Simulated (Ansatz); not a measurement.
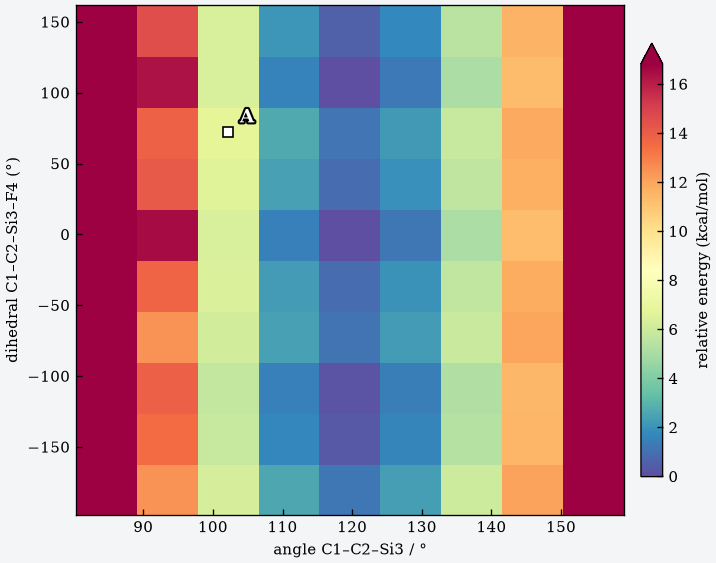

C₂H₃F₂Si, SMILES [CH]=C[SiH](F)F, spin multiplicity 2. 
- First axis: angle C1–C2–Si3. Second axis: dihedral C1–C2–Si3–F4.
- Nothing is relaxed (all other coordinates rigid).
- Grid: 9 × 10 points.
- Points are written as (first, second).
- All energies are given in kcal/mol relative to the relaxed molecule at the same level.
- Energies and slopes of some neighbouring points disagree (a jump in structure or state, or too coarse a mesh).
- These are results of UKS PBE0-D4/def2-SVP in Ansatz, not measurements.

Drawn: one coloured cell a grid point, one colour for all values above the top of the scale, the point A.

Question: Which way does the force act at A, and how strong is it?

Answer: A, at (102.2°, 72°), is not a stationary point. The computed force is 0.62 kcal/mol for each degree towards larger values of angle C1–C2–Si3 and 0.016 kcal/mol for each degree towards larger values of dihedral C1–C2–Si3–F4.
